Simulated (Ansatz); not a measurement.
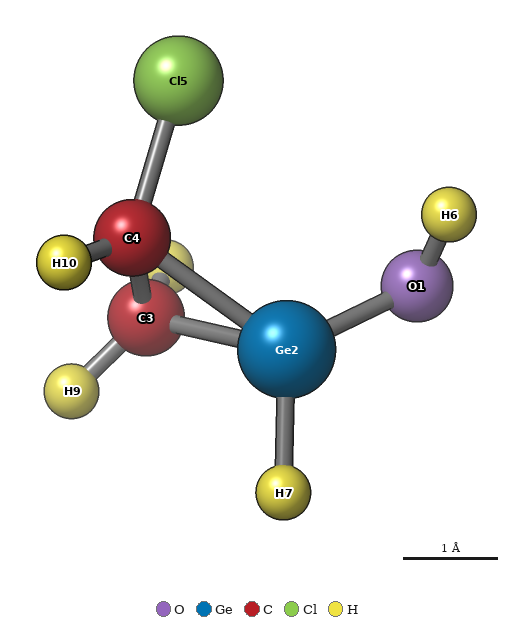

Figure 1. The starting structure (ball-and-stick view, seen on its broad side; atoms are numbered from 1 in the order of the input). Sticks mark near contacts.

# C₂H₅ClGeO: geometry relaxation

System: C₂H₅ClGeO.
Method: RKS PBE-D4/def2-SVP (Ansatz 0.2.0).

The geometry: force-field start. Figures and captions count atoms from 1; the log counts them from 0 in places.

## What the program printed
```
Functional definition: PBE
  name "PBE"
  cite "Perdew, Burke & Ernzerhof, Phys. Rev. Lett. 77, 3865 (1996) doi:10.1103/PhysRevLett.77.3865"
  parent pbe
  parameter kappa = 0.804
  parameter beta = 0.06672455060314922
  exchange = pbe_x(kappa = kappa, mu = beta*pi^2/3)
  correlation = pbe_c(beta = beta)
1295 factors; their error is unknown
mean field evaluation 1: about -73193.2494 eV, gradient 8.4e1 eV
mean field evaluation 2: about -73129.7877 eV, gradient 1.7e2 eV
mean field evaluation 4: about -73207.8997 eV, gradient 2.1e1 eV
mean field evaluation 8: about -73208.8385 eV, gradient 1.8e-1 eV
mean field evaluation 16: about -73208.7642 eV, gradient 1.8e-3 eV
mean field -73208.76417535 eV, -2690.3724607616 hartree, gradient 1.8e-5 eV, S^2 0.000000; 0 other end points of the search recorded, 0 dependent functions left out
the calculation of the forces begins
reference -73208.76420959 eV, -2690.3724620197 hartree; 37, 37 occupied and 80, 80 virtual orbitals, 1295 factors
relax step   1: F+E_penalty+E_count = -73209.01106512 eV  Δ(F+E_penalty+E_count) = +0.000e0 eV  max|allowed force component| = 3.870e0 eV/Å  Δτ_max = 0.0000 Å  (29 SCF iters, accepted)
these checks for a lower state are left out or cut short: starts, cluster_reference, orbital_swaps, neighbouring_geometries, increment
1295 factors; their error is unknown
mean field -73209.30887247 eV, -2690.3924780114 hartree, gradient 9.2e-6 eV, S^2 0.000000; 0 other end points of the search recorded, 0 dependent functions left out
[... from here on the field's lines of each further geometry are left out, up to the last ...]
relax step   2: F+E_penalty+E_count = -73209.54934647 eV  Δ(F+E_penalty+E_count) = -5.383e-1 eV  max|allowed force component| = 1.140e0 eV/Å  Δτ_max = 0.1708 Å  (38 SCF iters, accepted)
relax step   3: F+E_penalty+E_count = -73209.68567475 eV  Δ(F+E_penalty+E_count) = -1.363e-1 eV  max|allowed force component| = 4.281e-1 eV/Å  Δτ_max = 0.1949 Å  (30 SCF iters, accepted)
relax step   4: F+E_penalty+E_count = -73209.70547293 eV  Δ(F+E_penalty+E_count) = -1.980e-2 eV  max|allowed force component| = 5.293e-1 eV/Å  Δτ_max = 0.0861 Å  (30 SCF iters, accepted)
relax step   5: F+E_penalty+E_count = -73209.72183494 eV  Δ(F+E_penalty+E_count) = -1.636e-2 eV  max|allowed force component| = 2.000e-1 eV/Å  Δτ_max = 0.0538 Å  (31 SCF iters, accepted)
relax step   6: F+E_penalty+E_count = -73209.73056320 eV  Δ(F+E_penalty+E_count) = -8.728e-3 eV  max|allowed force component| = 3.466e-1 eV/Å  Δτ_max = 0.1543 Å  (30 SCF iters, accepted)
relax step   7: F+E_penalty+E_count = -73209.73262583 eV  Δ(F+E_penalty+E_count) = -2.063e-3 eV  max|allowed force component| = 7.671e-1 eV/Å  Δτ_max = 0.1178 Å  (30 SCF iters, accepted)
relax step   8: F+E_penalty+E_count = -73209.74115507 eV  Δ(F+E_penalty+E_count) = -8.529e-3 eV  max|allowed force component| = 2.535e-1 eV/Å  Δτ_max = 0.0221 Å  (31 SCF iters, accepted)
relax step   9: F+E_penalty+E_count = -73209.74396339 eV  Δ(F+E_penalty+E_count) = -2.808e-3 eV  max|allowed force component| = 2.878e-1 eV/Å  Δτ_max = 0.1331 Å  (30 SCF iters, accepted)
relax step  10: F+E_penalty+E_count = -73209.74774999 eV  Δ(F+E_penalty+E_count) = -3.787e-3 eV  max|allowed force component| = 9.510e-2 eV/Å  Δτ_max = 0.0436 Å  (31 SCF iters, accepted)
relax step  11: F+E_penalty+E_count = -73209.74906565 eV  Δ(F+E_penalty+E_count) = -1.316e-3 eV  max|allowed force component| = 4.645e-2 eV/Å  Δτ_max = 0.0219 Å  (31 SCF iters, accepted)
relax step  12: F+E_penalty+E_count = -73209.75026320 eV  Δ(F+E_penalty+E_count) = -1.198e-3 eV  max|allowed force component| = 5.381e-2 eV/Å  Δτ_max = 0.0429 Å  (31 SCF iters, accepted)
relax step  13: F+E_penalty+E_count = -73209.74967850 eV  Δ(F+E_penalty+E_count) = +5.847e-4 eV  max|allowed force component| = 6.283e-2 eV/Å  Δτ_max = 0.0272 Å  (32 SCF iters, rejected (line search))
relax step  14: F+E_penalty+E_count = -73209.75066831 eV  Δ(F+E_penalty+E_count) = -4.051e-4 eV  max|allowed force component| = 4.794e-2 eV/Å  Δτ_max = 0.0132 Å  (31 SCF iters, accepted)
the calculation of the forces begins
reference -73209.50733232 eV, -2690.3997712763 hartree; 37, 37 occupied and 80, 80 virtual orbitals, 1295 factors
relax step  15: F+E_penalty+E_count = -73209.75089915 eV  Δ(F+E_penalty+E_count) = -2.308e-4 eV  max|allowed force component| = 1.676e-2 eV/Å  Δτ_max = 0.0179 Å  (31 SCF iters, accepted)
1295 factors; their error is unknown
mean field evaluation 128: about -73209.5827 eV, gradient 4.4e-1 eV
```

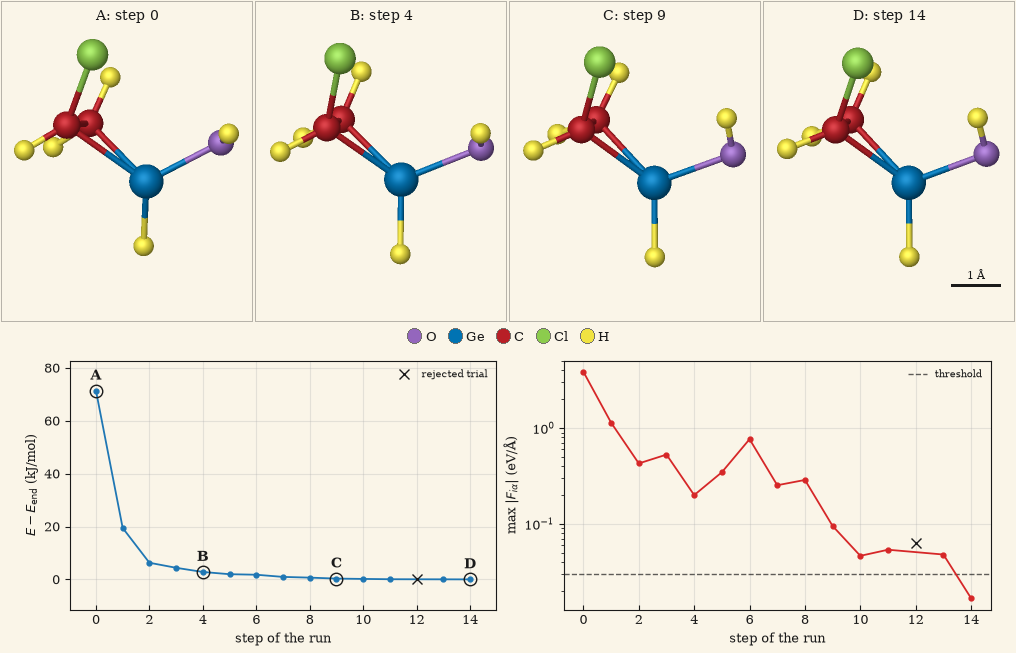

Figure 2. Frames of the relaxation (ball-and-stick view, seen at a tilt) above the curves, on which the letters mark them (the first geometry is step 0 here and step 1 in the log).

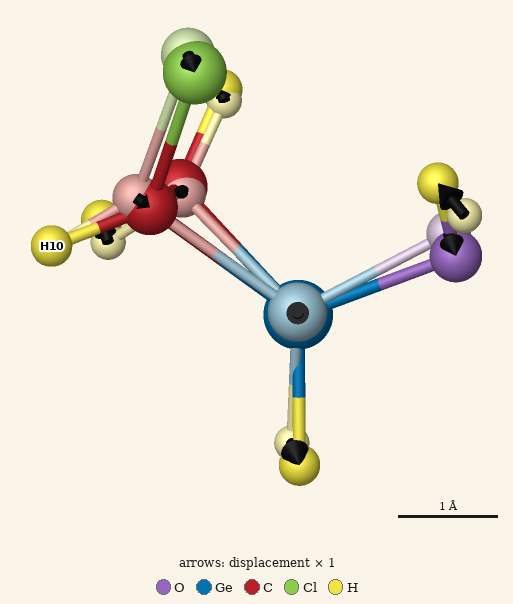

Figure 3. Start (faint) and end (solid) with the displacements as black arrows, at true length (ball-and-stick view, seen at a tilt). The two geometries are laid on each other by the best rigid fit. The largest move after the best rigid fit is that of H6, 0.47 Å. By element the largest moves are H 0.47 Å, O 0.31 Å, Ge 0.26 Å, Cl 0.25 Å, C 0.17 Å. Among the contacts that change: Ge2–C4 2.041 → 1.962 Å, O1–H6 1.050 → 0.981 Å, C4–H10 1.037 → 1.104 Å, O1–Ge2 1.728 → 1.793 Å. Among the angles that change: C3–Ge2–H7 103.4° → 126.8°, Cl5–C4–H10 123.3° → 110.3°, O1–Ge2–C3 106.5° → 117.7°. After 14 geometry steps the energy has fallen by 71.4 kJ/mol. The largest force component goes from 3.9 to 0.017 eV/Å. The line search rejected the trial step at point 12 (counted from 0) and went back. (Atoms are counted from 1 in the order of the input.)

```
mean field -73209.50729770 eV, -2690.3997700042 hartree, gradient 1.7e-5 eV, S^2 0.000000; 1 other end points of the search recorded, 0 dependent functions left out
the calculation of the forces begins
reference -73209.50733232 eV, -2690.3997712763 hartree; 37, 37 occupied and 80, 80 virtual orbitals, 1295 factors
Total energy: -73209.75093377 eV, -2690.4087234645 hartree
Atom 0 at    -2.063068     0.330659    -0.829553 Å, force     0.007748    -0.005480     0.001201 eV/Å
Atom 1 at    -0.536990    -0.605809    -0.742937 Å, force    -0.001212     0.001319     0.002841 eV/Å
Atom 2 at     0.424462    -0.619476     0.960465 Å, force     0.000226     0.010081    -0.012879 eV/Å
Atom 3 at     0.963217     0.441823    -0.033607 Å, force     0.014107    -0.016760     0.001945 eV/Å
Atom 4 at     0.583129     2.146708     0.372650 Å, force    -0.002318     0.005512    -0.000101 eV/Å
Atom 5 at    -1.841274     1.250729    -0.572050 Å, force    -0.007106     0.005920    -0.001822 eV/Å
Atom 6 at    -0.475184    -1.675516    -1.841235 Å, force    -0.001454     0.001381     0.003807 eV/Å
Atom 7 at    -0.105163    -0.229897     1.847193 Å, force     0.000476    -0.002564    -0.000294 eV/Å
Atom 8 at     1.121130    -1.441519     1.204140 Å, force     0.000122    -0.002361    -0.000402 eV/Å
Atom 9 at     2.012841     0.351099    -0.362065 Å, force    -0.010588     0.002952     0.005705 eV/Å
Dipole moment:     0.275337    -0.228228     0.003467 e Å
```

## Trajectory as extended XYZ (Å, eV, eV/Å), 10 of the 15 frames kept, from step=1 to step=15
```
10
Properties=species:S:1:pos:R:3:forces:R:3 step=1 energy=-73209.01106
O    -2.0370    0.3071   -0.5236   -1.8521   3.5041  -1.1495
Ge   -0.4923   -0.3857   -0.8684    2.1141  -1.2122  -0.2410
C     0.4193   -0.5870    0.8472    1.3725  -0.9520   0.0465
C     1.0968    0.5015    0.0546   -3.8697   0.0978   0.8386
Cl    0.6123    2.1206    0.6120    0.7373   0.2100  -0.2792
H    -2.0546    1.2457   -0.9937   -0.1881  -2.4257   1.2632
H    -0.4637   -1.8117   -1.4588   -0.1266   0.1695  -0.3599
H    -0.1132   -0.2556    1.7313   -0.2285   0.0387   0.5949
H     1.0900   -1.4810    0.9593   -0.5279   0.3469   0.2115
H     2.0255    0.2949   -0.3569    2.5691   0.2229  -0.9252
10
Properties=species:S:1:pos:R:3:forces:R:3 step=3 energy=-73209.68568
O    -2.1574    0.3116   -0.6339    0.1679  -0.3965   0.1131
Ge   -0.5466   -0.4999   -0.7259    0.1060  -0.2894   0.1012
C     0.4619   -0.6187    0.9691   -0.1845  -0.0642  -0.1821
C     1.0062    0.4728    0.0369    0.0469   0.1193  -0.3261
Cl    0.7862    2.1699    0.5425   -0.0041  -0.0230   0.0146
H    -2.1014    1.1880   -1.0468    0.0571   0.2865  -0.1039
H    -0.4964   -1.6664   -1.7790    0.0069   0.4281   0.2651
H    -0.0390   -0.2755    1.8907    0.0011   0.0144  -0.0256
H     1.1434   -1.4724    1.1280   -0.0162  -0.0300   0.0692
H     2.0263    0.3395   -0.3787   -0.1810  -0.0451   0.0745
10
Properties=species:S:1:pos:R:3:forces:R:3 step=4 energy=-73209.70547
O    -2.1551    0.2801   -0.6345    0.0871  -0.4695   0.0988
Ge   -0.5456   -0.5216   -0.7223    0.0482   0.1912   0.5251
C     0.4475   -0.6185    0.9680    0.0221   0.0833  -0.2878
C     0.9918    0.4782    0.0103   -0.0479  -0.2259   0.0344
Cl    0.7892    2.1720    0.5184   -0.0195   0.0450   0.0035
H    -2.0460    1.1755   -0.9821   -0.0302   0.5293  -0.1425
H    -0.4622   -1.6063   -1.7836    0.0203  -0.1972  -0.2744
H    -0.0643   -0.2612    1.8781   -0.0200   0.0333  -0.0449
H     1.1206   -1.4735    1.1539    0.0444   0.0282   0.0409
H     2.0073    0.3241   -0.4031   -0.1044  -0.0177   0.0469
10
Properties=species:S:1:pos:R:3:forces:R:3 step=6 energy=-73209.73056
O    -2.1360    0.2617   -0.6908   -0.0194  -0.3466  -0.0242
Ge   -0.5404   -0.5670   -0.7291   -0.0399   0.1250   0.0727
C     0.4390   -0.6112    0.9634    0.0369  -0.0841  -0.0769
C     0.9750    0.4582   -0.0138   -0.0286   0.0426   0.0566
Cl    0.7753    2.1642    0.4774   -0.0318   0.0331  -0.0525
H    -2.0023    1.2191   -0.7912    0.0969   0.2598  -0.0001
H    -0.4241   -1.6124   -1.8489   -0.0412  -0.0001  -0.0211
H    -0.1266   -0.2321    1.8319    0.0135   0.0327  -0.0154
H     1.1335   -1.4287    1.2203    0.0058  -0.0397   0.0401
H     1.9898    0.2971   -0.4162    0.0080  -0.0227   0.0209
10
Properties=species:S:1:pos:R:3:forces:R:3 step=7 energy=-73209.73263
O    -2.1198    0.2554   -0.7254    0.0844   0.7671  -0.0099
Ge   -0.5316   -0.5793   -0.7356   -0.0015   0.0060  -0.0304
C     0.4352   -0.6177    0.9609   -0.0038   0.0056   0.0909
C     0.9714    0.4533   -0.0144   -0.0046  -0.0150  -0.0997
Cl    0.7284    2.1732    0.4145   -0.0099  -0.0444   0.0344
H    -1.9554    1.2366   -0.6846   -0.0829  -0.7629  -0.0035
H    -0.4241   -1.6077   -1.8712   -0.0221  -0.0140   0.0069
H    -0.1414   -0.2245    1.8162   -0.0031  -0.0231   0.0133
H     1.1290   -1.4305    1.2420   -0.0051   0.0369   0.0048
H     1.9914    0.2900   -0.3994    0.0488   0.0438  -0.0067
10
Properties=species:S:1:pos:R:3:forces:R:3 step=9 energy=-73209.74396
O    -2.0879    0.2852   -0.8051   -0.0879  -0.2878  -0.1033
Ge   -0.5228   -0.5864   -0.7565    0.0058  -0.0106   0.0215
C     0.4232   -0.6106    0.9583   -0.0120  -0.0685  -0.0011
C     0.9766    0.4409   -0.0285    0.0336   0.1281  -0.0820
Cl    0.6982    2.1643    0.3751   -0.0523   0.0049   0.0500
H    -1.9376    1.2107   -0.5468    0.0947   0.2851   0.0762
H    -0.4407   -1.6304   -1.8780   -0.0187  -0.0096   0.0153
H    -0.1486   -0.2120    1.8123   -0.0310   0.0408   0.0373
H     1.1103   -1.4224    1.2534    0.0281  -0.0205  -0.0118
H     2.0124    0.3093   -0.3812    0.0398  -0.0618  -0.0022
10
Properties=species:S:1:pos:R:3:forces:R:3 step=10 energy=-73209.74775
O    -2.0802    0.2974   -0.8163   -0.0447   0.0807   0.0222
Ge   -0.5273   -0.5943   -0.7521    0.0039   0.0187   0.0137
C     0.4292   -0.6158    0.9557   -0.0392  -0.0232   0.0320
C     0.9688    0.4455   -0.0315    0.0548   0.0501  -0.0155
Cl    0.6655    2.1589    0.4019   -0.0232  -0.0256  -0.0232
H    -1.9072    1.2314   -0.5704    0.0267  -0.0951  -0.0181
H    -0.4619   -1.6537   -1.8594    0.0047  -0.0043  -0.0097
H    -0.1375   -0.2183    1.8152   -0.0002   0.0075   0.0173
H     1.1271   -1.4220    1.2435   -0.0039  -0.0136  -0.0214
H     2.0064    0.3197   -0.3835    0.0210   0.0048   0.0027
10
Properties=species:S:1:pos:R:3:forces:R:3 step=12 energy=-73209.75026
O    -2.0700    0.3180   -0.8138    0.0160  -0.0200  -0.0066
Ge   -0.5314   -0.6013   -0.7470   -0.0162  -0.0085  -0.0016
C     0.4273   -0.6208    0.9580   -0.0263   0.0538   0.0152
C     0.9669    0.4440   -0.0328    0.0234  -0.0488  -0.0107
Cl    0.6054    2.1511    0.3791    0.0102  -0.0067   0.0012
H    -1.8581    1.2441   -0.5726    0.0021   0.0151   0.0059
H    -0.4720   -1.6651   -1.8518    0.0030   0.0046   0.0056
H    -0.1221   -0.2242    1.8305    0.0191  -0.0218  -0.0100
H     1.1240   -1.4360    1.2240   -0.0016   0.0066  -0.0150
H     2.0131    0.3389   -0.3706   -0.0297   0.0257   0.0159
10
Properties=species:S:1:pos:R:3:forces:R:3 step=13 energy=-73209.74968 accepted=F
O    -2.0700    0.3183   -0.8236   -0.0303   0.0152  -0.0091
Ge   -0.5367   -0.6035   -0.7424    0.0237  -0.0022   0.0319
C     0.4236   -0.6166    0.9630    0.0008   0.0102  -0.0434
C     0.9613    0.4464   -0.0301    0.0374  -0.0628  -0.0362
Cl    0.6046    2.1531    0.3843   -0.0089  -0.0179  -0.0095
H    -1.8505    1.2423   -0.5815   -0.0214   0.0351   0.0053
H    -0.4649   -1.6668   -1.8475    0.0021   0.0032   0.0201
H    -0.1025   -0.2220    1.8493   -0.0271  -0.0188  -0.0018
H     1.1137   -1.4437    1.2067    0.0303   0.0128   0.0096
H     2.0045    0.3414   -0.3753   -0.0066   0.0252   0.0331
10
Properties=species:S:1:pos:R:3:forces:R:3 step=15 energy=-73209.75090
O    -2.0631    0.3307   -0.8296    0.0077  -0.0055   0.0012
Ge   -0.5370   -0.6058   -0.7429   -0.0012   0.0013   0.0028
C     0.4245   -0.6195    0.9605    0.0002   0.0101  -0.0129
C     0.9632    0.4418   -0.0336    0.0141  -0.0168   0.0019
Cl    0.5831    2.1467    0.3726   -0.0023   0.0055  -0.0001
H    -1.8413    1.2507   -0.5720   -0.0071   0.0059  -0.0018
H    -0.4752   -1.6755   -1.8412   -0.0015   0.0014   0.0038
H    -0.1052   -0.2299    1.8472    0.0005  -0.0026  -0.0003
H     1.1211   -1.4415    1.2041    0.0001  -0.0024  -0.0004
H     2.0128    0.3511   -0.3621   -0.0106   0.0030   0.0057
```

The run was set up as follows.

## Input
```yaml
crystal:
  periodic: [false, false, false]
  atoms:
    - {symbol: O, position_ang: [-2.037000, 0.307100, -0.523600]}
    - {symbol: Ge, position_ang: [-0.492300, -0.385700, -0.868400]}
    - {symbol: C, position_ang: [0.419300, -0.587000, 0.847200]}
    - {symbol: C, position_ang: [1.096800, 0.501500, 0.054600]}
    - {symbol: Cl, position_ang: [0.612300, 2.120600, 0.612000]}
    - {symbol: H, position_ang: [-2.054600, 1.245700, -0.993700]}
    - {symbol: H, position_ang: [-0.463700, -1.811700, -1.458800]}
    - {symbol: H, position_ang: [-0.113200, -0.255600, 1.731300]}
    - {symbol: H, position_ang: [1.090000, -1.481000, 0.959300]}
    - {symbol: H, position_ang: [2.025500, 0.294900, -0.356900]}
basis:
  gaussian: {orbitals: def2-SVP}
hamiltonian: {xc: pbe, dispersion: d4}
relax: {f_tol: 0.03, max_steps: 200}
```

Command:
```bash
ansatz run in.yaml --threads 4 --pin off --events-out ev --progress --plain --max-ram 10444MiB
```

## Summary

| quantity | value |
| --- | --- |
| outcome | converged |
| total energy | −73209.7509 eV |
| mean-field energy | −73209.5073 eV |
| dispersion energy | −0.2436 eV |
| SCF solution under orbital rotations | stable |
| largest force (length of the vector) at the end | 0.022 eV/Å |
| dipole moment | 1.72 D |
| hardware | 4 threads of Arm Neoverse V1, 23 GiB of memory available, shared host |
| wall time | 23 s (CPU time 81 s) |
| peak memory | 0.18 GiB |
